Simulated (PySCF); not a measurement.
Input file:

```
{"job": {"xc": "PBE0", "basis": "pcSseg-1", "kind": "nmr", "pop": true}, "charge": 0, "multiplicity": 1}
C     -1.666995    -0.005943    -0.177811
C     -0.457231    -0.907416    -0.348903
C      0.805614    -0.185902    -0.775785
C      1.341264     0.860198     0.168363
F      1.776305    -1.124224    -0.977849
F      0.584889     0.398365    -1.991044
H     -1.536148     0.711173     0.647038
H     -1.858052     0.565987    -1.097823
H     -2.565721    -0.599184     0.043514
H     -0.231259    -1.455266     0.579503
H     -0.646146    -1.665035    -1.126002
H      2.271225     1.269285    -0.249236
H      1.554268     0.414946     1.149660
H      0.618714     1.677162     0.292998
```

Command:

```sh
OMP_NUM_THREADS=1 python ens_run.py task.json out
```

Geometry: PBE0-D3(BJ)/def2-SVP.

Level of theory: PBE0/pcSseg-1, SCF density, gas phase, non-relativistic (PySCF).

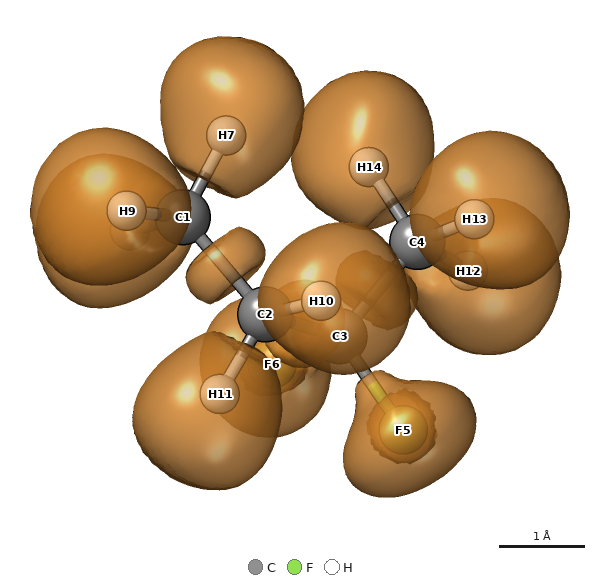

C4H8F2 (SMILES CCC(C)(F)F). Isosurface of the ELF at 0.75 (orange), seen at a tilt. Core shells and regions of very low density are left out.

> Where are the electrons localised?

The ELF exceeds this value in three regions between bonded C–C atoms (shared pairs), eight regions around hydrogen nuclei and two regions on F in which the atom's valence shell and bonds are merged. Profiles from the grid: C–F (1.37 Å): the ELF peaks at about 0.85 between the atoms: a polar covalent bond. C–C (1.51 Å): the ELF peaks at about 0.95 between the atoms: a shared electron pair.
